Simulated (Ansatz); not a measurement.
# BHLYP/cc-pVDZ run of CH2FNOSi (SMILES O=C=N[SiH2]F)

Aim: the vertical ionisation energy of CH2FNOSi at BHLYP/cc-pVDZ, from 2 runs. 

The results are computed with Ansatz 0.2.0.

153 further runs of the same task are left out: 153 set aside as unsound or not needed.

## (1) Starting point

CH2FNOSi has 7 atoms, charge 0, and is taken as a singlet. SMILES: `O=C=N[SiH2]F`. Geometry: relaxed at PBE0-D4/def2-TZVP. This is one conformer, not always the lowest.

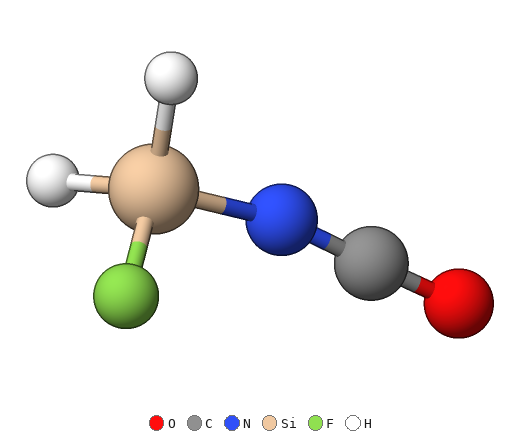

Viewed from a chosen angle; oxygen red, carbon grey, nitrogen blue, silicon light orange, fluorine green, hydrogen white.

## (2) A single-point energy at BHLYP/cc-pVDZ

run.yaml reads:

```yaml
crystal:
  periodic: [false, false, false]
  atoms:
    - {symbol: O, position_ang: [-0.573800, -2.908000, -0.552000]}
    - {symbol: C, position_ang: [-0.306900, -1.816900, -0.256100]}
    - {symbol: N, position_ang: [-0.019000, -0.706200, 0.076100]}
    - {symbol: Si, position_ang: [0.212100, 0.968300, 0.188900]}
    - {symbol: F, position_ang: [-0.420200, 1.671000, -1.091000]}
    - {symbol: H, position_ang: [-0.490300, 1.470300, 1.384800]}
    - {symbol: H, position_ang: [1.659300, 1.253600, 0.203700]}
basis:
  gaussian: {orbitals: cc-pVDZ}
output: {orbitals: {seedname: orbitals}}
hamiltonian: {xc: {name: BHLYP}}
accuracy: high
```

Started as:

```
$ ansatz run run.yaml --threads 1 --pin off --max-ram 3480MiB --events-out events.jsonl --progress --plain --runs-dir runs
```

The program printed:

```text
Warning: RAYON_NUM_THREADS=1 ignored (pool sized by the plan → 1); use --threads N
Functional definition: BHLYP
  name "BHLYP"
  parameter a = 0.5
  exchange = (1 - a)*b88_x + a*exact_x
  correlation = lyp_c
1809 factors; integrals over basis functions are off by at most 3.6e-9 eV
mean field evaluation 1: about -15195.7750 eV, gradient 4.9e1 eV
mean field evaluation 2: about -15195.3511 eV, gradient 5.2e1 eV
mean field evaluation 4: about -15199.6990 eV, gradient 2.0e0 eV
mean field evaluation 8: about -15200.1351 eV, gradient 2.6e-1 eV
mean field evaluation 16: about -15200.1353 eV, gradient 5.1e-5 eV
mean field -15200.13532120 eV, -558.5946700322 hartree, gradient 2.3e-8 eV, S^2 0.000000; 0 other end points of the search recorded, 0 dependent functions left out
reference -15200.13534572 eV, -558.5946709333 hartree; 23, 23 occupied and 61, 61 virtual orbitals, 1809 factors
Total energy: -15200.13534572 eV, -558.5946709333 hartree
```

Wall time 8.4 s (1 thread of Arm Neoverse V1, shared host); peak memory 0.26 GiB.

## (3) The doublet cation

in.yaml reads:

```yaml
crystal:
  periodic: [false, false, false]
  atoms:
    - {symbol: O, position_ang: [-0.573800, -2.908000, -0.552000]}
    - {symbol: C, position_ang: [-0.306900, -1.816900, -0.256100]}
    - {symbol: "N", position_ang: [-0.019000, -0.706200, 0.076100]}
    - {symbol: Si, position_ang: [0.212100, 0.968300, 0.188900]}
    - {symbol: F, position_ang: [-0.420200, 1.671000, -1.091000]}
    - {symbol: H, position_ang: [-0.490300, 1.470300, 1.384800]}
    - {symbol: H, position_ang: [1.659300, 1.253600, 0.203700]}
basis:
  gaussian:
    orbitals: cc-pVDZ
total_charge: 1
magnetization:
  spin_polarized: true
  initial_magnetization: 1
hamiltonian:
  xc: {name: BHLYP}
accuracy: high
output: {orbitals: {seedname: orbitals}}
```

Started as:

```
$ ansatz run in.yaml --threads 1 --pin off --max-ram 3480MiB --events-out events.jsonl --progress --plain --runs-dir runs
```

The program printed:

```text
Warning: RAYON_NUM_THREADS=1 ignored (pool sized by the plan → 1); use --threads N
[... 5 set-up lines as earlier in the session ...]
1808 factors; integrals over basis functions are off by at most 3.6e-9 eV
mean field evaluation 1: about -15177.8572 eV, gradient 5.2e1 eV
mean field evaluation 2: about -15170.1920 eV, gradient 7.0e1 eV
mean field evaluation 4: about -15188.5776 eV, gradient 6.4e0 eV
mean field evaluation 8: about -15188.9479 eV, gradient 6.5e-1 eV
mean field evaluation 16: about -15188.9632 eV, gradient 5.7e-3 eV
mean field evaluation 32: about -15188.9632 eV, gradient 1.4e-5 eV
mean field -15188.96322098 eV, -558.1841029218 hartree, gradient 4.7e-8 eV, S^2 0.791399; 2 other end points of the search recorded, 0 dependent functions left out
reference -15188.96324597 eV, -558.1841038404 hartree; 23, 22 occupied and 61, 62 virtual orbitals, 1808 factors
Total energy: -15188.96324597 eV, -558.1841038404 hartree
```

Run time: 24 s. Hardware: 1 thread of Arm Neoverse V1, shared host; peak memory 0.38 GiB.

## (4) Outcome

Level: BHLYP/cc-pVDZ.

| quantity | value |
| --- | --- |
| singlet CH2FNOSi: total energy | -558.59467 Eh |
| singlet CH2FNOSi: HOMO energy | -10.02 eV |
| singlet CH2FNOSi: LUMO energy | 1.09 eV |
| singlet CH2FNOSi: HOMO–LUMO gap | 11.12 eV |
| doublet cation: total energy | -558.18410 Eh |
| doublet cation: HOMO energy (highest over α and β) | -16.94 eV |
| doublet cation: LUMO energy (lowest over α and β) | -12.32 eV |
| doublet cation: ⟨S²⟩ | 0.791 |
| vertical ionisation energy (to the doublet cation) | 11.172 eV |

What this shows: Removing an electron at fixed nuclei costs 11.17 eV (1078 kJ/mol). −ε(HOMO) before ionisation, 10.02 eV, is 1.15 eV below this ionisation energy.
